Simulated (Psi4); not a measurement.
# PBEh-3c/def2-mSVP (density fitting, core potential) run of InH2ClO (SMILES [OH][InH][Cl])

Aim: the energy difference between two shapes of InH2ClO at PBEh-3c/def2-mSVP (density fitting, core potential), from 2 runs. 

The calculation is run with Psi4 1.11.

2 further runs of the same task are left out: 2 set aside as unsound or not needed.

### 1 The system as given

The species is InH2ClO (5 atoms), meant as a singlet with charge 0. SMILES: `[OH][InH][Cl]`. The shape is that of a PBE0-D4/def2-TZVP optimisation. This is one conformer, not always the lowest.

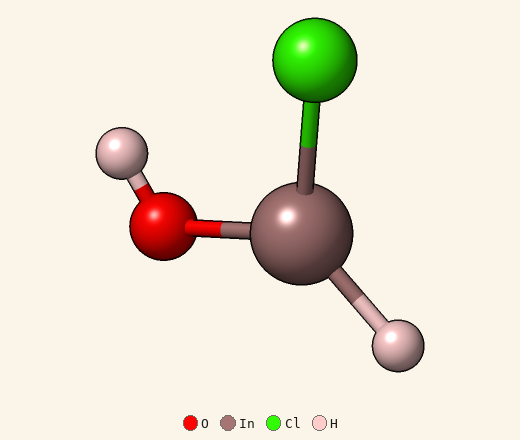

The structure, seen from a chosen angle (oxygen red, indium brown, chlorine green, hydrogen pink).

### 2 A single-point energy at PBEh-3c/def2-mSVP (density fitting, core potential)

run.py

```python
import psi4

psi4.set_memory('1600 MB')
psi4.set_num_threads(1)
psi4.set_output_file('output.dat', False)

m = psi4.geometry("""
0 1
O     -1.390100     0.131800    -0.577000
In     0.449500     0.401800     0.067200
Cl     1.287900    -1.597300     0.930400
H     -1.681700    -0.774800    -0.447000
H      1.334300     1.838500     0.026500
units angstrom
""")

e = psi4.energy("pbeh-3c")
print(f'pbeh-3c energy: {e:.10f} Eh')
```

Launch:

```sh
python run.py
```

output.dat, cut to the lines that bear on the results:

```text
[...]
    !!!  WARNING: ECP capability is in beta. Please check occupations closely.  !!!
[...]
  Running in c1 symmetry.
[...]
  Nuclear repulsion =  168.631609043869531
[...]
  Multiplicity = 1
[...]
  Nalpha       = 24
  Nbeta        = 24
[...]
    Number of basis functions: 63
[...]
   @DF-RKS iter   1:  -725.98668190750459   -1.18247e+00   1.06149e-02 ADIIS/DIIS
[...]
   @DF-RKS iter   9:  -726.16762003948202   -1.14161e-08   3.33058e-07 DIIS
[...]
    Orbital Energies [Eh]
    ---------------------
    Doubly Occupied:
       1A   -102.275048     2A    -19.481972     3A     -9.741309
       4A     -7.426584     5A     -7.422168     6A     -7.421608
       7A     -4.909146     8A     -3.278875     9A     -3.271904
      10A     -3.268246    11A     -1.070968    12A     -0.912443
      13A     -0.885763    14A     -0.884371    15A     -0.881312
      16A     -0.875867    17A     -0.841134    18A     -0.535942
      19A     -0.466852    20A     -0.398701    21A     -0.371045
      22A     -0.370264    23A     -0.353288    24A     -0.348827
[...]
  @DF-RKS Final Energy:  -726.16762003948202
   => Energetics <=
    Nuclear Repulsion Energy =            168.6316090438695312
    One-Electron Energy =               -1411.9072516372375503
    Two-Electron Energy =                 549.0301284101644796
    DFT Exchange-Correlation Energy =     -31.9298324303778820
    Empirical Dispersion Energy =           0.0077265740994853
    VV10 Nonlocal Energy =                  0.0000000000000000
    Total Energy =                       -726.1676200394820171
[...]
 Multipole Moments:
 ------------------------------------------------------------------------------------
     Multipole            Electronic (a.u.)      Nuclear  (a.u.)        Total (a.u.)
 ------------------------------------------------------------------------------------
 L = 1.  Multiply by 2.5417464519 to convert [e a0] to [Debye]
 Dipole X            :          2.5875968           -2.4960263            0.0915705
 Dipole Y            :         28.3386641          -27.8502220            0.4884421
 Dipole Z            :         -6.5988624            6.5035037           -0.0953587
 Magnitude           :                                                    0.5060179
[...]
```

Standard output:

```text
pbeh-3c energy: -726.1676200395 Eh
```

Wall time 6 s (1 thread of AMD EPYC 7R43 (Zen 3), shared host); peak memory 0.38 GiB.

### 3 The distorted shape at the same level

calc.in

```
memory 1600 MB

molecule system {
  0 1
  O
  In 1 r2
  Cl 2 r3 1 a3
  H 1 r4 2 a4 3 d4
  H 2 r5 1 a5 4 d5

  r2 = 1.921674
  r3 = 2.368148
  a3 = 109.24275
  r4 = 0.987964
  a4 = 113.60506
  d4 = 1.77469
  r5 = 1.714351
  a5 = 128.02878
  d5 = -179.33111
}


energy_value = energy("pbeh-3c")
```

Launch:

```sh
psi4 -n 1 calc.in calc.out
```

calc.out, cut to the lines that bear on the results:

```text
[...]
    !!!  WARNING: ECP capability is in beta. Please check occupations closely.  !!!
[...]
  Running in c1 symmetry.
[...]
  Nuclear repulsion =  168.384920194271871
[...]
  Multiplicity = 1
[...]
  Nalpha       = 24
  Nbeta        = 24
[...]
    Number of basis functions: 63
[...]
   @DF-RKS iter   1:  -725.96550730251636   -1.25892e+00   1.11888e-02 DIIS/ADIIS
[...]
   @DF-RKS iter   9:  -726.16600590468340   -1.02252e-08   3.29134e-07 DIIS
[...]
    Orbital Energies [Eh]
    ---------------------
    Doubly Occupied:
       1A   -102.269806     2A    -19.489135     3A     -9.735622
       4A     -7.420906     5A     -7.416522     6A     -7.415995
       7A     -4.908377     8A     -3.278146     9A     -3.271037
      10A     -3.267684    11A     -1.075990    12A     -0.906288
      13A     -0.884171    14A     -0.883546    15A     -0.881022
      16A     -0.874584    17A     -0.838648    18A     -0.539710
      19A     -0.463314    20A     -0.398434    21A     -0.372960
      22A     -0.367883    23A     -0.351766    24A     -0.345844
[...]
  @DF-RKS Final Energy:  -726.16600590468340
   => Energetics <=
    Nuclear Repulsion Energy =            168.3849201942718707
    One-Electron Energy =               -1411.4877965074533677
    Two-Electron Energy =                 548.8526134071701108
    DFT Exchange-Correlation Energy =     -31.9236124029550439
    Empirical Dispersion Energy =           0.0078694042830541
    VV10 Nonlocal Energy =                  0.0000000000000000
    Total Energy =                       -726.1660059046834022
[...]
 Multipole Moments:
 ------------------------------------------------------------------------------------
     Multipole            Electronic (a.u.)      Nuclear  (a.u.)        Total (a.u.)
 ------------------------------------------------------------------------------------
 L = 1.  Multiply by 2.5417464519 to convert [e a0] to [Debye]
 Dipole X            :         -0.0251053           -0.0026575           -0.0277628
 Dipole Y            :         29.5544238          -28.9851571            0.5692666
 Dipole Z            :          3.8125542           -3.8138305           -0.0012763
 Magnitude           :                                                    0.5699447
[...]
```

It took 6 s on 1 thread of AMD EPYC 7R43 (Zen 3), shared host; peak memory 0.38 GiB.

### 4 Summary of results

Level: PBEh-3c/def2-mSVP (density fitting, core potential).

| quantity | value |
| --- | --- |
| first shape: total energy | -726.16762 Eh |
| first shape: dipole moment | 1.29 D |
| first shape: HOMO energy | -9.49 eV |
| first shape: LUMO energy | -0.96 eV |
| first shape: HOMO–LUMO gap | 8.53 eV |
| distorted shape: total energy | -726.16601 Eh |
| distorted shape: dipole moment | 1.45 D |
| distorted shape: HOMO energy | -9.41 eV |
| distorted shape: LUMO energy | -0.94 eV |
| distorted shape: HOMO–LUMO gap | 8.47 eV |
| energy change with the atoms displaced | 0.044 eV |

In words: With the atoms displaced the energy rises by 0.04 eV (1.0 kcal/mol). The first shape isn't relaxed at this level, so the change isn't measured from a minimum.
